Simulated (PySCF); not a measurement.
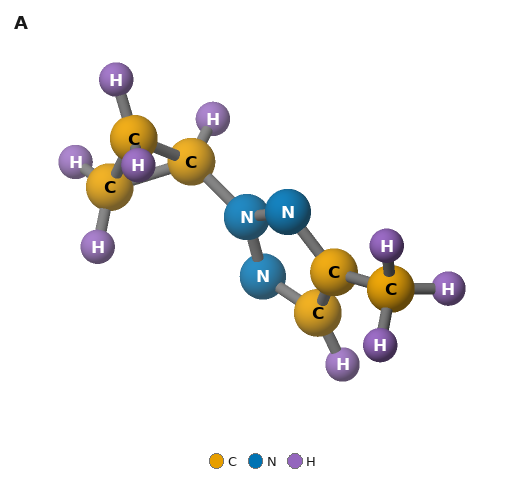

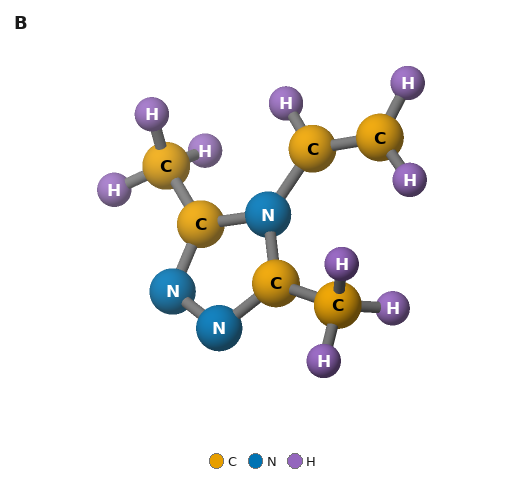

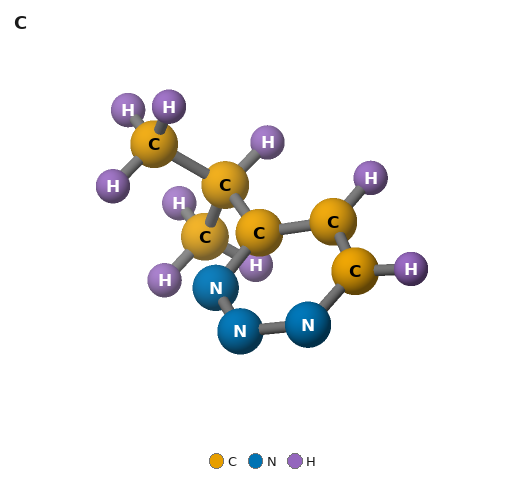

3 stationary structures of one formula. Geometries: GFN2-xTB. Electronic energies: PBE0/pcSseg-1 (PySCF 2.14.0), without zero-point energy. No frequency run is at hand to confirm each as a minimum. Each is one conformer, not always the lowest.

Are they conformers, stereoisomers or constitutional isomers?

Answer. They are constitutional isomers of C6H9N3: A `Cc1cnn(C2CC2)n1`, B `C=Cn1c(C)nnc1C`, C `CC(C)c1ccnnn1`.

Which structure is the most stable?

Answer. B is lowest; A lies 13.3 kcal/mol above it, C lies 22.9 kcal/mol above it.
